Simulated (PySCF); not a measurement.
# C2H3B: NMR shifts at several levels of theory, part 2 of 2

PySCF 2.14.0. Atoms count from 0. The steps go on from the part before.

## 7. NMR shieldings: CAM-B3LYP/pcSseg-2

Job settings and geometry (Å):

```
{"job": {"kind": "nmr", "xc": "CAM-B3LYP", "basis": "pcSseg-2", "pop": false}, "charge": 0, "multiplicity": 1}
B     -0.991660    -0.203232    -0.192359
C      0.445506     0.150931     0.097846
C      1.608916     0.440931     0.328829
H     -1.626959     0.451033    -0.982898
H     -1.505250    -1.141912     0.365511
H      2.634210     0.693293     0.534876
```

Method: GIAO CAM-B3LYP/pcSseg-2 NMR shielding, non-relativistic, gas phase.

Log:

```text
coarse grid: 5120 points
cycle   1  E = -102.7207298387  dE =  1.327e-01  |g| = 2.787e-01  |ddm| = 1.697e+00
cycle   2  E = -102.7263366682  dE = -5.607e-03  |g| = 2.543e-01  |ddm| = 5.416e-01
cycle   3  E = -102.7409258662  dE = -1.459e-02  |g| = 7.964e-02  |ddm| = 2.413e-01
cycle   4  E = -102.7423073003  dE = -1.381e-03  |g| = 2.830e-02  |ddm| = 8.280e-02
cycle   5  E = -102.7425233805  dE = -2.161e-04  |g| = 2.471e-03  |ddm| = 2.933e-02
cycle   6  E = -102.7425261199  dE = -2.739e-06  |g| = 4.732e-04  |ddm| = 4.847e-03
final grid: 49744 points
cycle   7  E = -102.7506201654  dE = -2.244e-05  |g| = 1.844e-03  |ddm| = 1.913e-02
cycle   8  E = -102.7506204813  dE = -3.159e-07  |g| = 1.465e-03  |ddm| = 3.636e-03
cycle   9  E = -102.7506210229  dE = -5.416e-07  |g| = 3.857e-04  |ddm| = 1.986e-03
cycle  10  E = -102.7506210474  dE = -2.446e-08  |g| = 2.559e-04  |ddm| = 4.234e-04
cycle  11  E = -102.7506210642  dE = -1.687e-08  |g| = 2.177e-05  |ddm| = 2.048e-04
cycle  12  E = -102.7506210648  dE = -5.944e-10  |g| = 9.437e-06  |ddm| = 3.956e-05
converged SCF energy = -102.7506210648

GIAO shielding tensors (ppm)
atom      isotropic    diamagn.    paramagn.     s11        s22        s33       span
  0 B       22.893     193.838    -170.944    -55.188    -10.843    134.712    189.900
  1 C       84.314     261.608    -177.294    -27.663    -26.960    307.565    335.228
  2 C       30.817     262.449    -231.633     -8.975     17.579     83.845     92.820
  3 H       24.636      28.433      -3.797     20.343     26.757     26.807      6.464
  4 H       24.647      28.507      -3.860     20.358     26.768     26.816      6.458
  5 H       25.574      31.957      -6.383     24.445     25.048     27.229      2.784
```

Wall time 5.3 s (1 thread of Arm Neoverse V2, shared host); peak memory 0.62 GiB.

In short: δ C2 151.7, C1 98.2, B0 75.0, H3 6.70, H5 5.76 ppm (means over like atoms).

## 8. Nuclear shieldings: wB97X-D/pcSseg-2

Same as in step 7 but for these lines:

```diff
@@ -1,2 +1,2 @@
-{"job": {"kind": "nmr", "xc": "CAM-B3LYP", "basis": "pcSseg-2", "pop": false}, "charge": 0, "multiplicity": 1}
+{"job": {"kind": "nmr", "xc": "wB97X-D", "basis": "pcSseg-2", "pop": false}, "charge": 0, "multiplicity": 1}
 B     -0.991660    -0.203232    -0.192359
```

With the program's defaults for keys left out, this is: GIAO wB97X-D/pcSseg-2 NMR shielding, non-relativistic, gas phase.

Log:

```text
coarse grid: 5120 points
cycle   1  E = -102.7478620717  dE =  1.443e-01  |g| = 2.743e-01  |ddm| = 1.756e+00
cycle   2  E = -102.7584935312  dE = -1.063e-02  |g| = 2.140e-01  |ddm| = 4.612e-01
cycle   3  E = -102.7685441832  dE = -1.005e-02  |g| = 6.726e-02  |ddm| = 2.105e-01
cycle   4  E = -102.7695423456  dE = -9.982e-04  |g| = 2.658e-02  |ddm| = 7.629e-02
cycle   5  E = -102.7697365577  dE = -1.942e-04  |g| = 2.312e-03  |ddm| = 2.875e-02
cycle   6  E = -102.7697399075  dE = -3.350e-06  |g| = 5.930e-04  |ddm| = 6.947e-03
final grid: 49744 points
cycle   7  E = -102.7751387711  dE = -1.359e-04  |g| = 3.377e-03  |ddm| = 8.353e-02
cycle   8  E = -102.7751408023  dE = -2.031e-06  |g| = 1.625e-03  |ddm| = 5.233e-03
cycle   9  E = -102.7751410399  dE = -2.375e-07  |g| = 1.476e-03  |ddm| = 2.263e-03
cycle  10  E = -102.7751415798  dE = -5.399e-07  |g| = 1.634e-04  |ddm| = 1.329e-03
cycle  11  E = -102.7751415958  dE = -1.596e-08  |g| = 6.729e-05  |ddm| = 3.400e-04
cycle  12  E = -102.7751416001  dE = -4.327e-09  |g| = 2.326e-05  |ddm| = 1.346e-04
cycle  13  E = -102.7751416009  dE = -8.425e-10  |g| = 8.436e-06  |ddm| = 5.603e-05
converged SCF energy = -102.7751416009

GIAO shielding tensors (ppm)
atom      isotropic    diamagn.    paramagn.     s11        s22        s33       span
  0 B       31.629     195.893    -164.264    -40.489     -0.327    135.704    176.194
  1 C       87.459     262.445    -174.986    -22.400    -20.419    305.195    327.595
  2 C       36.032     263.196    -227.164     -6.532     18.716     95.911    102.443
  3 H       24.791      28.477      -3.686     20.769     26.742     26.861      6.091
  4 H       24.801      28.563      -3.763     20.782     26.752     26.868      6.086
  5 H       25.780      31.988      -6.208     24.435     25.021     27.884      3.448
```

Wall time 5.1 s (1 thread of Arm Neoverse V2, shared host); peak memory 0.7 GiB.

This run: δ C2 148.4, C1 97.0, B0 68.3, H3 6.56, H5 5.58 ppm (means over like atoms).

## 9. Nuclear shieldings: LC-wPBE/pcSseg-2

Same as in step 8 but for these lines:

```diff
@@ -1,2 +1,2 @@
-{"job": {"kind": "nmr", "xc": "wB97X-D", "basis": "pcSseg-2", "pop": false}, "charge": 0, "multiplicity": 1}
+{"job": {"kind": "nmr", "xc": "LC-wPBE", "basis": "pcSseg-2", "pop": false}, "charge": 0, "multiplicity": 1}
 B     -0.991660    -0.203232    -0.192359
```

Level: GIAO LC-wPBE/pcSseg-2 NMR shielding, non-relativistic, gas phase.

Log:

```text
coarse grid: 5120 points
cycle   1  E = -102.6955162141  dE =  1.671e-01  |g| = 2.670e-01  |ddm| = 1.693e+00
cycle   2  E = -102.7112686660  dE = -1.575e-02  |g| = 1.723e-01  |ddm| = 4.145e-01
cycle   3  E = -102.7173621783  dE = -6.094e-03  |g| = 6.432e-02  |ddm| = 1.914e-01
cycle   4  E = -102.7183553885  dE = -9.932e-04  |g| = 2.378e-02  |ddm| = 7.384e-02
cycle   5  E = -102.7185091129  dE = -1.537e-04  |g| = 2.385e-03  |ddm| = 2.473e-02
cycle   6  E = -102.7185130563  dE = -3.943e-06  |g| = 7.310e-04  |ddm| = 8.669e-03
final grid: 49744 points
cycle   7  E = -102.7225971305  dE = -5.278e-05  |g| = 2.363e-03  |ddm| = 5.732e-02
cycle   8  E = -102.7225982876  dE = -1.157e-06  |g| = 9.582e-04  |ddm| = 4.574e-03
cycle   9  E = -102.7225985068  dE = -2.192e-07  |g| = 2.438e-04  |ddm| = 1.879e-03
cycle  10  E = -102.7225985308  dE = -2.401e-08  |g| = 9.558e-05  |ddm| = 3.992e-04
cycle  11  E = -102.7225985348  dE = -4.045e-09  |g| = 5.672e-05  |ddm| = 1.330e-04
cycle  12  E = -102.7225985367  dE = -1.837e-09  |g| = 2.178e-05  |ddm| = 8.799e-05
cycle  13  E = -102.7225985372  dE = -5.335e-10  |g| = 5.530e-06  |ddm| = 4.711e-05
converged SCF energy = -102.7225985372

GIAO shielding tensors (ppm)
atom      isotropic    diamagn.    paramagn.     s11        s22        s33       span
  0 B       21.111     194.653    -173.541    -59.831    -15.183    138.347    198.178
  1 C       91.652     262.527    -170.875    -24.602    -19.867    319.425    344.027
  2 C       33.386     264.677    -231.291     -9.129     15.971     93.314    102.443
  3 H       24.477      28.543      -4.066     19.878     26.745     26.809      6.930
  4 H       24.489      28.623      -4.135     19.893     26.755     26.818      6.924
  5 H       25.749      31.435      -5.687     24.405     25.009     27.831      3.426
```

Run time: 7.5 s. Hardware: 1 thread of Arm Neoverse V2, shared host; peak memory 0.7 GiB.

In short: δ C2 154.9, C1 96.6, B0 77.8, H3 6.83, H5 5.57 ppm (means over like atoms).

## 10. Shielding tensors: PBE0/STO-3G

Same as in step 9 but for these lines:

```diff
@@ -1,2 +1,2 @@
-{"job": {"kind": "nmr", "xc": "LC-wPBE", "basis": "pcSseg-2", "pop": false}, "charge": 0, "multiplicity": 1}
+{"job": {"kind": "nmr", "xc": "PBE0", "basis": "STO-3G", "pop": true}, "charge": 0, "multiplicity": 1}
 B     -0.991660    -0.203232    -0.192359
```

Level: GIAO PBE0/STO-3G NMR shielding, non-relativistic, gas phase.

Log:

```text
coarse grid: 5120 points
cycle   1  E = -101.3674281530  dE =  1.494e-01  |g| = 1.922e-01  |ddm| = 3.222e+00
cycle   2  E = -101.3553651572  dE =  1.206e-02  |g| = 3.040e-01  |ddm| = 5.439e-01
cycle   3  E = -101.3785395674  dE = -2.317e-02  |g| = 8.418e-02  |ddm| = 3.513e-01
cycle   4  E = -101.3807496612  dE = -2.210e-03  |g| = 1.445e-02  |ddm| = 1.112e-01
cycle   5  E = -101.3808260781  dE = -7.642e-05  |g| = 1.008e-03  |ddm| = 2.061e-02
cycle   6  E = -101.3808265095  dE = -4.313e-07  |g| = 9.422e-05  |ddm| = 1.621e-03
final grid: 49744 points
cycle   7  E = -101.3746667329  dE = -4.194e-06  |g| = 1.219e-03  |ddm| = 7.953e-03
cycle   8  E = -101.3746669370  dE = -2.042e-07  |g| = 1.184e-03  |ddm| = 3.140e-03
cycle   9  E = -101.3746671658  dE = -2.288e-07  |g| = 8.046e-04  |ddm| = 1.856e-03
cycle  10  E = -101.3746673524  dE = -1.866e-07  |g| = 1.602e-05  |ddm| = 8.069e-04
cycle  11  E = -101.3746673526  dE = -1.175e-10  |g| = 8.037e-06  |ddm| = 3.904e-05
converged SCF energy = -101.3746673526

GIAO shielding tensors (ppm)
atom      isotropic    diamagn.    paramagn.     s11        s22        s33       span
  0 B       57.605     195.888    -138.283     -9.484     23.052    159.246    168.730
  1 C      159.525     263.379    -103.853     88.304     96.661    293.612    205.309
  2 C      112.318     264.164    -151.845     97.851    113.941    125.162     27.311
  3 H       25.985      29.832      -3.847     21.713     27.357     28.885      7.172
  4 H       25.993      29.885      -3.891     21.727     27.364     28.889      7.161
  5 H       26.552      30.038      -3.486     25.169     25.532     28.956      3.786
```

It took 0.76 s on 1 thread of Arm Neoverse V2, shared host; peak memory 0.5 GiB.

This run: δ C2 122.4, C1 75.2, B0 71.1, H3 6.62, H5 6.05 ppm (means over like atoms).

## 11. Nuclear shieldings: PBE0/6-31G

Same as in step 10 but for these lines:

```diff
@@ -1,2 +1,2 @@
-{"job": {"kind": "nmr", "xc": "PBE0", "basis": "STO-3G", "pop": true}, "charge": 0, "multiplicity": 1}
+{"job": {"kind": "nmr", "xc": "PBE0", "basis": "6-31G", "pop": true}, "charge": 0, "multiplicity": 1}
 B     -0.991660    -0.203232    -0.192359
```

Method: GIAO PBE0/6-31G NMR shielding, non-relativistic, gas phase.

Log:

```text
coarse grid: 5120 points
cycle   1  E = -102.6172231179  dE =  1.331e-01  |g| = 2.339e-01  |ddm| = 2.368e+00
cycle   2  E = -102.6049221579  dE =  1.230e-02  |g| = 3.259e-01  |ddm| = 6.064e-01
cycle   3  E = -102.6312185802  dE = -2.630e-02  |g| = 1.128e-01  |ddm| = 3.912e-01
cycle   4  E = -102.6346512331  dE = -3.433e-03  |g| = 1.737e-02  |ddm| = 1.098e-01
cycle   5  E = -102.6347513241  dE = -1.001e-04  |g| = 3.296e-03  |ddm| = 2.508e-02
cycle   6  E = -102.6347555697  dE = -4.246e-06  |g| = 3.687e-04  |ddm| = 4.480e-03
final grid: 49744 points
cycle   7  E = -102.6133476414  dE = -8.038e-06  |g| = 3.177e-03  |ddm| = 1.219e-02
cycle   8  E = -102.6133487038  dE = -1.062e-06  |g| = 2.688e-03  |ddm| = 7.261e-03
cycle   9  E = -102.6133510539  dE = -2.350e-06  |g| = 2.419e-04  |ddm| = 3.392e-03
cycle  10  E = -102.6133510735  dE = -1.960e-08  |g| = 6.163e-05  |ddm| = 3.070e-04
cycle  11  E = -102.6133510737  dE = -1.567e-10  |g| = 6.094e-05  |ddm| = 1.050e-04
cycle  12  E = -102.6133510747  dE = -1.002e-09  |g| = 1.539e-06  |ddm| = 5.226e-05
cycle  13  E = -102.6133510747  dE = -2.672e-12  |g| = 2.999e-07  |ddm| = 5.081e-06
converged SCF energy = -102.6133510747

GIAO shielding tensors (ppm)
atom      isotropic    diamagn.    paramagn.     s11        s22        s33       span
  0 B       48.325     198.867    -150.543    -19.926     19.770    145.130    165.056
  1 C      107.876     255.998    -148.122     10.698     17.988    294.942    284.243
  2 C       61.770     276.647    -214.876     31.121     52.392    101.798     70.677
  3 H       24.897      29.429      -4.532     20.649     25.938     28.106      7.457
  4 H       24.907      29.490      -4.583     20.666     25.942     28.113      7.447
  5 H       26.562      29.032      -2.470     25.787     26.236     27.662      1.875
```

Wall time 1.4 s (1 thread of Arm Neoverse V2, shared host); peak memory 0.5 GiB.

In short: δ C2 137.8, C1 91.7, B0 64.8, H3 7.71, H5 6.05 ppm (means over like atoms).

## 12. Comparing the runs: NMR shifts

Shifts (ppm), means over like atoms, with basis size and wall time:

```tsv
run	C2	C1	H3	H5	B0	functions	time
PBE0/pcSseg-2	150.6	100.8	6.76	5.77	72.0	150	4.2 s
mPW1PW91/pcSseg-2	149.7	100.4	6.69	5.71	71.1	150	4.3 s
WP04/pcSseg-2	135.4	94.6	5.78	4.96	65.0	150	4.3 s
B97-2/pcSseg-2	143.9	98.2	6.56	5.58	67.3	150	4 s
BHandHLYP/pcSseg-2	149.0	93.4	6.40	5.71	70.0	150	4.1 s
CAM-B3LYP/pcSseg-2	151.7	98.2	6.70	5.76	75.0	150	5.3 s
wB97X-D/pcSseg-2	148.4	97.0	6.56	5.58	68.3	150	5.1 s
LC-wPBE/pcSseg-2	154.9	96.6	6.83	5.57	77.8	150	7.5 s
PBE0/STO-3G	122.4	75.2	6.62	6.05	71.1	18	0.76 s
PBE0/6-31G	137.8	91.7	7.71	6.05	64.8	33	1.4 s
```

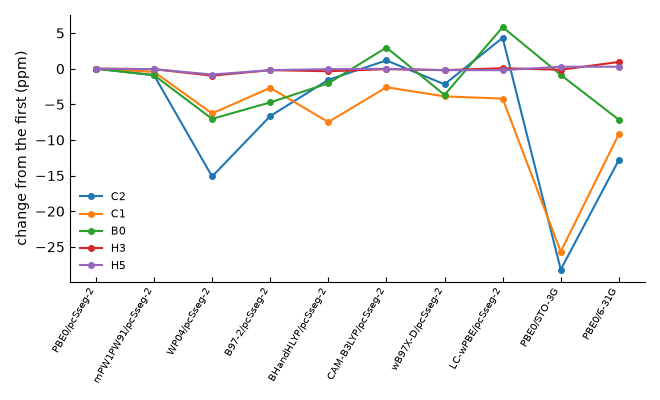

How the tabulated atoms move from run to run.

## 13. Outcome

The summary covers parts 1 to 2.

```
                                                              quantity                                             value
                                ¹³C shifts against TMS (PBE0/pcSseg-2)                                  150.6, 100.8 ppm
¹H shifts against TMS (PBE0/pcSseg-2, means over atoms taken as alike)                                    6.76, 5.77 ppm
                           ¹¹B shifts against BF3·OEt2 (PBE0/pcSseg-2)                                          72.0 ppm
                                              range of the shift of C2                                122.4 to 154.9 ppm
                                         property runs in this session  10, of which 0 failed and 1 gave unsound results
```

Single values in the summary come from the first run of each kind that ended normally (PBE0/pcSseg-2), which need not be the best level. At PBE0/pcSseg-2: The largest span, 319 ppm, is at C1, where the paramagnetic term is -181 ppm. Across the 10 runs the shift of C2 moves most, between 122.4 (PBE0/STO-3G) and 154.9 ppm (LC-wPBE/pcSseg-2). A minimal basis is unusable for shieldings, so that end is no result.
